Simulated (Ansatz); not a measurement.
CH$_{2}$PSi (SMILES C1=[P+]=[SiH]1) (charge +1)

Input

```
crystal:
  periodic: [false, false, false]
  atoms:
    - symbol: C
      position_ang: [-0.776689, 0.211290, -0.214290]
    - symbol: P
      position_ang: [-0.528982, 1.438550, 1.013720]
    - symbol: Si
      position_ang: [0.820960, -0.106117, 0.429094]
    - symbol: H
      position_ang: [-1.614335, -0.004469, -0.889746]
    - symbol: H
      position_ang: [1.996737, -0.996584, 0.324432]
basis:
  gaussian: {orbitals: def2-TZVPD}
total_charge: 1
hamiltonian: {xc: {name: PBE0}}
output: {forces: true, orbitals: {seedname: orbitals}}
```

Run with:

```sh
ansatz run input.yaml --threads 1 --pin off --max-ram 2610MiB --events-out events.jsonl --progress --plain --runs-dir runs
```

Geometry: r2SCAN-D4/def2-SVP.

Method: isolated molecule in a Gaussian basis; Kohn-Sham density functional theory, functional PBE0 (Ansatz 0.2.0).

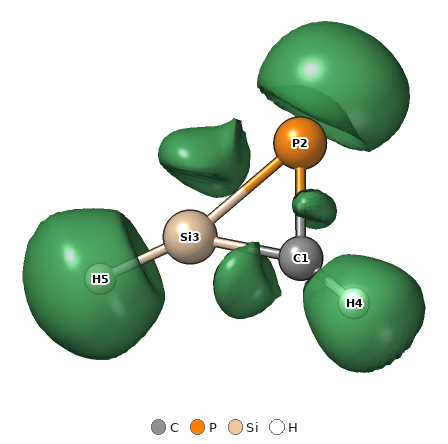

Figure 1. Isosurface of the ELF at 0.85 (green), seen at a tilt. Core shells and regions of very low density are left out.

Describe the localisation domains.

The ELF exceeds this value in one region between bonded C–P atoms (shared pairs), one region between bonded C–Si atoms (shared pairs), two regions around hydrogen nuclei, one lobe on P, pointing away from the bonds (lone pairs) and one lobe on Si, pointing away from the bonds (lone pairs). Along the contacts the grid gives the following. C–Si (1.75 Å): the ELF peaks at about 0.90 between the atoms: localised, covalent bonding. C–P (1.75 Å): the ELF peaks at about 0.90 between the atoms, as expected for a covalent bond.

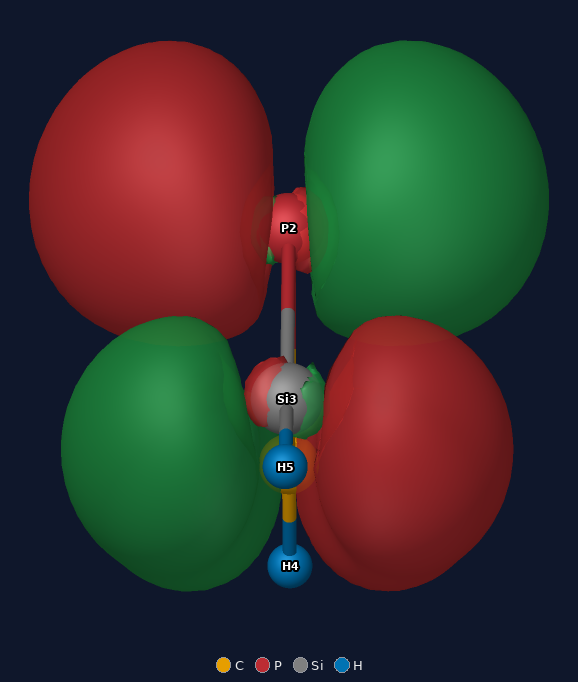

Figure 2. The LUMO at ±0.1 Å⁻³ᐟ² (green and red are the two phases), seen at an oblique angle.

What is the character of this orbital?

It lies mainly on P2 (about 55 %), Si3 (about 25 %) and C1 (about 15 %); it changes sign across the molecular plane (π type); π-bonding across C1–Si3; π-antibonding (a node) across P2–Si3. Its energy is −8.44 eV.

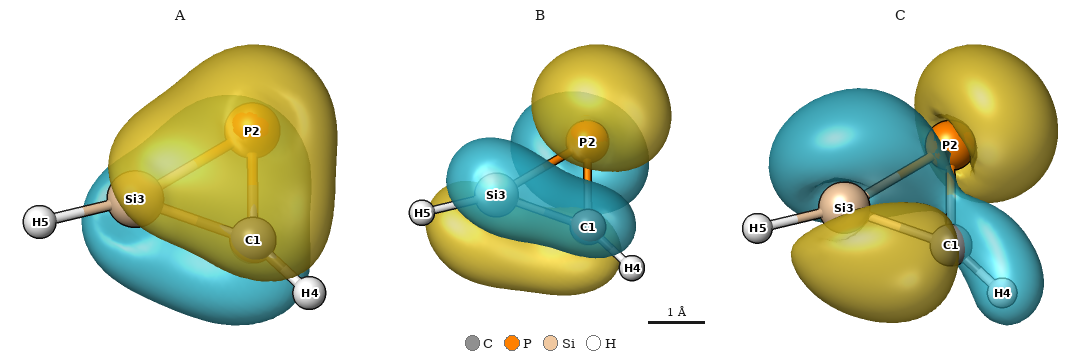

Figure 3. Three frontier orbitals at ±0.1 Å⁻³ᐟ² (yellow and cyan are the two phases), in no order.

Which picture is the HOMO−1, the HOMO and the LUMO?

A is the HOMO−1 (−15.00 eV). It lies mainly on P2 (about 35 %), C1 (about 35 %) and Si3 (about 25 %); it changes sign across the molecular plane (π type); π-bonding across C1–P2, C1–Si3 and P2–Si3. C is the HOMO (−13.48 eV). It lies mainly on P2 (about 45 %), Si3 (about 30 %) and C1 (about 20 %); it is symmetric in the molecular plane (an in-plane orbital: σ, lone-pair or in-plane π type). B is the LUMO (−8.44 eV). It lies mainly on P2 (about 55 %), Si3 (about 25 %) and C1 (about 15 %); it changes sign across the molecular plane (π type); π-bonding across C1–Si3; π-antibonding (a node) across P2–Si3.

What is the HOMO–LUMO gap?

5.04 eV between the orbital energies.
